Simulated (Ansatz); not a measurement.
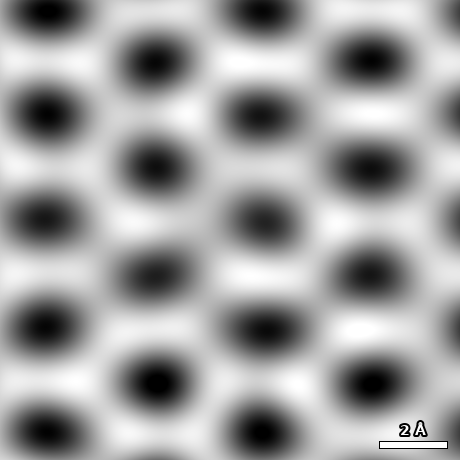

HRTEM-like image of La (P6_3/mmc, No. 194) along [101]. Simulated in the weak-phase-object approximation with neutral-atom potentials: 200 kV, Cs = 1.00 mm, defocus −601 Å (negative is underfocus), defocus spread 40 Å, aperture 0.43 1/Å. The speckle of an amorphous layer was added. Structure: coordinates from a relaxation at fixed volume with DFT HSE06, scalar-relativistic, plane waves, PAW (Ansatz 0.2.0); the starting structure was generated, so it need not be a known form of this composition.

### Do the atom columns appear dark or bright, and why?

Dark. With positive Cs and underfocus sin χ is negative over the pass band, so the strongest columns (La) come out darker than the background.

### What point resolution do these settings give, and which lattice spacings pass?

About 2.3 Å (0.66 |Cs|^(1/4) λ^(3/4) with λ = 0.0251 Å). The spacings that carry visible contrast are {100} at 3.31 Å, {101} at 2.92 Å. Columns 1.10 Å apart are closer than that and merge.
